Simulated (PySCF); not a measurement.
# BC (quartet): changing the method

Starting from one script, swap the method and compare what comes out for BC (quartet).

Program: PySCF 2.14.0. Level of theory: each script names its method and basis. These are calculated values, not measurements.

### Step 1. Where the work starts

BC (quartet): 2 atoms, charge 0, spin multiplicity 4.

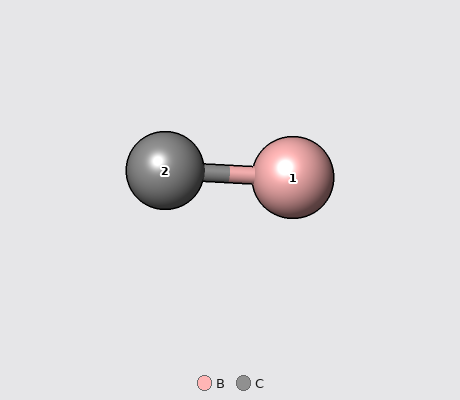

The starting geometry (boron pink, carbon grey); atoms are numbered from 1 in the order of the file.

### Step 2. The run that the others are compared with

Contents of input.py:

```python
from pyscf import gto, dft

mol = gto.M(
    atom='B 0 0 0; C 0 0 1.373',
    basis='6-31g*',
    charge=0,
    spin=3,
    verbose=3,
)
mf = dft.UKS(mol, xc='bp86')
mf = mf.density_fit(auxbasis='def2-universal-jkfit')
mf.kernel()
mf.stability(internal=True, external=True)
mf.dip_moment()
print('orbital energies (hartree):', [e[max(0, n-3):n+3].round(4) for e, n in zip(mf.mo_energy, mol.nelec)])
```

Command:

```console
> OMP_NUM_THREADS=1 python input.py
```

The log of this run is left out.

Base result: E(SCF) = -62.642899 Eh, ⟨S²⟩ = 3.752, μ = 1.06 D, internal stable; real -> complex stable; UHF/UKS -> GHF/GKS unstable.

The bond length is a typed value, not an optimised one. The quartet is typed in the script; nothing here shows that it is the ground state.

### Step 3. MP2 (UHF)

Edit 1 changes step after the SCF: stability → mp2; SCF type: UKS → UHF; functional: bp86 → none (Hartree–Fock); frozen orbitals: none → 2.

Contents of input.py:

```python
from pyscf import gto, scf, mp

mol = gto.M(
    atom='B 0 0 0; C 0 0 1.373',
    basis='6-31g*',
    charge=0,
    spin=3,
    verbose=3,
)
mf = scf.UHF(mol)
mf = mf.density_fit(auxbasis='def2-universal-jkfit')
mf.kernel()
mp.MP2(mf, frozen=2).kernel()
mf.dip_moment()
print('orbital energies (hartree):', [e[max(0, n-3):n+3].round(4) for e, n in zip(mf.mo_energy, mol.nelec)])
```

Command:

```console
> OMP_NUM_THREADS=1 python input.py
```

What it wrote:

```text
converged SCF energy = -62.3136213730216  <S^2> = 3.7529318  2S+1 = 4.0014656
E(DFUMP2) = -62.4337957981177  E_corr = -0.120174425096142
E(SCS-DFUMP2) = -62.4269386065486  E_corr = -0.113317233527075
Dipole moment(X, Y, Z, Debye): -0.00000,  0.00000, -2.32794
orbital energies (hartree): [array([-0.4283, -0.4283, -0.4244,  0.1255,  0.1255,  0.312 ]), array([-7.6356, -0.7879, -0.3946,  0.0431,  0.0431,  0.0594])]
```

Wall time 1.8 s (1 thread of AMD EPYC 7R43, shared host).

This run: E(SCF) = -62.313621 Eh, E(MP2) − E(SCF) = -0.12017 Eh, ⟨S²⟩ = 3.753, μ = 2.33 D (of the SCF density).

### Step 4. Geometry optimisation

Edit 2 changes step after the SCF: stability → optimize.

Contents of input.py:

```python
from pyscf import gto, dft
from pyscf.geomopt.geometric_solver import optimize

mol = gto.M(
    atom='B 0 0 0; C 0 0 1.373',
    basis='6-31g*',
    charge=0,
    spin=3,
    verbose=3,
)
mf = dft.UKS(mol, xc='bp86')
mf = mf.density_fit(auxbasis='def2-universal-jkfit')
mf.kernel()
g = mf.nuc_grad_method()
g.grid_response = True
mol_eq = optimize(g.as_scanner(), maxsteps=30)
print('optimised geometry (angstrom)')
print(mol_eq.tostring('raw'))
print('orbital energies (hartree):', [e[max(0, n-3):n+3].round(4) for e, n in zip(mf.mo_energy, mol.nelec)])
```

Command:

```console
> OMP_NUM_THREADS=1 python input.py
```

What it wrote:

```text
converged SCF energy = -62.6428993474757  <S^2> = 3.7517621  2S+1 = 4.000881
input.py

Current date and time:

#|     Arguments passed to driver run_optimizer():      |#
logIni                    <dir>
maxiter                   30
----------------------------------------------------------
Custom engine selected.
Bonds will be generated from interatomic distances less than 1.20 times sum of covalent radii
6 internal coordinates being used (instead of 6 Cartesians)
Internal coordinate system (atoms numbered from 1):
Distance 1-2
Translation-X 1-2
Translation-Y 1-2
Translation-Z 1-2
Rotation-A 1-2
Rotation-B 1-2
Rotation-C 1-2
> ===== Optimization Info: ====
> Job type: Energy minimization
> Maximum number of optimization cycles: 30
> Initial / maximum trust radius (Angstrom): 0.100 / 0.300
> Convergence Criteria:
> Will converge when all 5 criteria are reached:
>  |Delta-E| < 1.00e-06
>  RMS-Grad  < 3.00e-04
>  Max-Grad  < 4.50e-04
>  RMS-Disp  < 1.20e-03
>  Max-Disp  < 1.80e-03
> === End Optimization Info ===

Geometry optimization cycle 1
Cartesian coordinates (Angstrom)
 Atom        New coordinates             dX        dY        dZ
   B   0.000000   0.000000   0.000000    0.000000  0.000000  0.000000
   C   0.000000   0.000000   1.373000    0.000000  0.000000  0.000000

WARN: Mole.unit (angstrom) is changed to Bohr

converged SCF energy = -62.6428993475602  <S^2> = 3.7517621  2S+1 = 4.000881
--------------- DFUKS_Scanner gradients ---------------
         x                y                z
0 B    -0.0000000000    -0.0000000000     0.1107251727
1 C     0.0000000000     0.0000000000    -0.1107251727
----------------------------------------------
cycle 1: E = -62.6428993476  dE = -62.6429  norm(grad) = 0.156589
Step    0 : Gradient = 1.107e-01/1.107e-01 (rms/max) Energy = -62.6428993476
Hessian Eigenvalues: 5.00000e-02 5.00000e-02 5.00000e-02 ... 5.00000e-02 5.00000e-02 5.04044e-01

Geometry optimization cycle 2
Cartesian coordinates (Angstrom)
 Atom        New coordinates             dX        dY        dZ
   B   0.000000   0.000000  -0.058123    0.000000  0.000000 -0.058123
   C  -0.000000  -0.000000   1.431123   -0.000000 -0.000000  0.058123
converged SCF energy = -62.6552192210598  <S^2> = 3.7517007  2S+1 = 4.0008503
--------------- DFUKS_Scanner gradients ---------------
         x                y                z
0 B    -0.0000000000    -0.0000000000     0.0115127374
1 C     0.0000000000     0.0000000000    -0.0115127374
----------------------------------------------
cycle 2: E = -62.6552192211  dE = -0.0123199  norm(grad) = 0.0162815
Step    1 : Displace = 5.812e-02/5.812e-02 (rms/max) Trust = 1.000e-01 (=) Grad = 1.151e-02/1.151e-02 (rms/max) E (change) = -62.6552192211 (-1.232e-02) Quality = 1.013
Hessian Eigenvalues: 5.00000e-02 5.00000e-02 5.00000e-02 ... 5.00000e-02 5.00000e-02 4.51636e-01

Geometry optimization cycle 3
Cartesian coordinates (Angstrom)
 Atom        New coordinates             dX        dY        dZ
   B   0.000000   0.000000  -0.064868    0.000000  0.000000 -0.006745
   C  -0.000000  -0.000000   1.437868   -0.000000 -0.000000  0.006745
converged SCF energy = -62.6554098517755  <S^2> = 3.7516995  2S+1 = 4.0008497
--------------- DFUKS_Scanner gradients ---------------
         x                y                z
0 B    -0.0000000000     0.0000000000     0.0035394136
1 C     0.0000000000    -0.0000000000    -0.0035394136
----------------------------------------------
cycle 3: E = -62.6554098518  dE = -0.000190631  norm(grad) = 0.00500549
Step    2 : Displace = 6.745e-03/6.745e-03 (rms/max) Trust = 1.414e-01 (+) Grad = 3.539e-03/3.539e-03 (rms/max) E (change) = -62.6554098518 (-1.906e-04) Quality = 1.299
Hessian Eigenvalues: 5.00000e-02 5.00000e-02 5.00000e-02 ... 5.00000e-02 5.00000e-02 3.12787e-01

Geometry optimization cycle 4
Cartesian coordinates (Angstrom)
 Atom        New coordinates             dX        dY        dZ
   B   0.000000   0.000000  -0.067862    0.000000 -0.000000 -0.002994
   C  -0.000000  -0.000000   1.440862   -0.000000  0.000000  0.002994
converged SCF energy = -62.6554309534994  <S^2> = 3.7516994  2S+1 = 4.0008496
--------------- DFUKS_Scanner gradients ---------------
         x                y                z
0 B     0.0000000000    -0.0000000000     0.0001913350
1 C    -0.0000000000     0.0000000000    -0.0001913350
----------------------------------------------
cycle 4: E = -62.6554309535  dE = -2.11017e-05  norm(grad) = 0.000270589
Step    3 : Displace = 2.994e-03/2.994e-03 (rms/max) Trust = 2.000e-01 (+) Grad = 1.913e-04/1.913e-04 (rms/max) E (change) = -62.6554309535 (-2.110e-05) Quality = 1.054
Hessian Eigenvalues: 5.00000e-02 5.00000e-02 5.00000e-02 ... 5.00000e-02 5.00000e-02 2.95879e-01

Geometry optimization cycle 5
Cartesian coordinates (Angstrom)
 Atom        New coordinates             dX        dY        dZ
   B   0.000000   0.000000  -0.068033   -0.000000  0.000000 -0.000171
   C  -0.000000  -0.000000   1.441033    0.000000 -0.000000  0.000171
converged SCF energy = -62.6554310164193  <S^2> = 3.7516994  2S+1 = 4.0008496
--------------- DFUKS_Scanner gradients ---------------
         x                y                z
0 B    -0.0000000000    -0.0000000000     0.0000032331
1 C     0.0000000000     0.0000000000    -0.0000032331
----------------------------------------------
cycle 5: E = -62.6554310164  dE = -6.29199e-08  norm(grad) = 4.57234e-06
Step    4 : Displace = 1.711e-04/1.711e-04 (rms/max) Trust = 2.828e-01 (+) Grad = 3.233e-06/3.233e-06 (rms/max) E (change) = -62.6554310164 (-6.292e-08) Quality = 1.017
Hessian Eigenvalues: 5.00000e-02 5.00000e-02 5.00000e-02 ... 5.00000e-02 5.00000e-02 2.95879e-01
Converged! =D

    #| If this code has benefited your research, please support us by citing: |#
    #| Wang, L.-P.; Song, C.C. (2016) "Geometry optimization made simple with |#
    #| translation and rotation coordinates", J. Chem, Phys. 144, 214108.     |#
    #|                                     |#
optimised geometry (angstrom)
B           0.00000000        0.00000000       -0.06803290
C          -0.00000000       -0.00000000        1.44103290
orbital energies (hartree): [array([-0.2825, -0.2825, -0.2348, -0.0441, -0.0441,  0.1738]), array([-6.5762, -0.5723, -0.2418, -0.1989, -0.1989, -0.1565])]
```

Wall time 10 s (1 thread of AMD EPYC 7R43, shared host).

Outcome: at the starting geometry E(SCF) = -62.642899 Eh (no change), ⟨S²⟩ = 3.752, optimised bond 1.509 Å in 5 steps; the optimisation lowers the energy by 0.341 eV.

The steps of the relaxation:

| step | energy from step 1 (hartree) |
| --- | --- |
| 1 | 0.000000 |
| 2 | -0.012320 |
| 3 | -0.012511 |
| 4 | -0.012532 |
| 5 | -0.012532 |

The bond:

| bond | before (Å) | after (Å) | change (Å) |
| --- | --- | --- | --- |
| B1–C2 | 1.373 | 1.509 | +0.136 |

### Step 5. Wb97x

Edit 3 changes functional: bp86 → wb97x.

Changes to input.py since step 2:

```diff
@@ -9,3 +9,3 @@
 )
-mf = dft.UKS(mol, xc='bp86')
+mf = dft.UKS(mol, xc='wb97x')
 mf = mf.density_fit(auxbasis='def2-universal-jkfit')
```

Command:

```console
> OMP_NUM_THREADS=1 python input.py
```

What it wrote:

```text
converged SCF energy = -62.6293481520945  <S^2> = 3.7543304  2S+1 = 4.0021646
<class 'pyscf.df.df_jk.DFUKS'> wavefunction is stable in the internal stability analysis
<class 'pyscf.df.df_jk.DFUKS'> wavefunction is stable in the real -> complex stability analysis
<class 'pyscf.df.df_jk.DFUKS'> wavefunction has an UHF/UKS -> GHF/GKS instability
Dipole moment(X, Y, Z, Debye): -0.00000, -0.00000, -1.65632
orbital energies (hartree): [array([-0.4114, -0.4114, -0.379 ,  0.0845,  0.0845,  0.2961]), array([-6.8995, -0.7312, -0.3612, -0.0613, -0.0613, -0.0389])]
```

Wall time 8.5 s (1 thread of AMD EPYC 7R43, shared host).

Result: E(SCF) = -62.629348 Eh, ⟨S²⟩ = 3.754, μ = 1.66 D, internal stable; real -> complex stable; UHF/UKS -> GHF/GKS unstable.

### Step 6. Side by side

| run | E(SCF) (hartree) | from base (eV) | gap, α spin (eV) | SCF dipole (D) | after the SCF |
| --- | --- | --- | --- | --- | --- |
| base | -62.642899 | 0 | 5.19 | 1.06 | unstable: UHF/UKS -> GHF/GKS |
| MP2 (UHF) | -62.313621 | not comparable | 14.96 | 2.33 | MP2 correlation -3.270 eV, core frozen |
| geometry optimisation | -62.642899 | 0.0000 | 5.19 | n/a | bond 1.509 Å, -0.341 eV |
| wb97x | -62.629348 | not comparable | 12.61 | 1.66 | unstable: UHF/UKS -> GHF/GKS |

SCF columns refer to the geometry typed in the script.

Wall time on 1 thread of AMD EPYC 7R43, shared host, start-up included: base 7.5 s; MP2 (UHF) 1.8 s; geometry optimisation 10 s; wb97x 8.5 s.

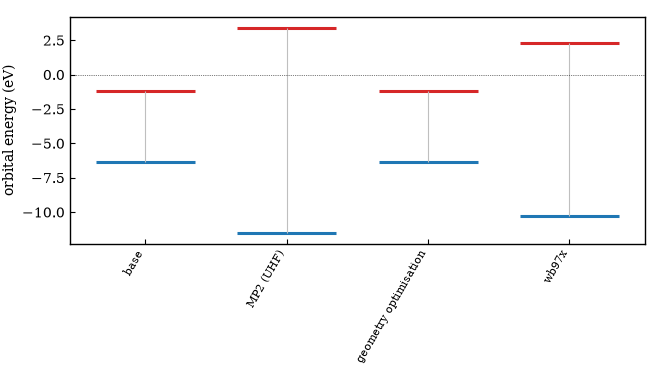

Highest filled (blue) and lowest empty (red) level of each run. Open-shell runs show the α spin alone.

**Reading.** A lower total energy from another functional means nothing by itself.
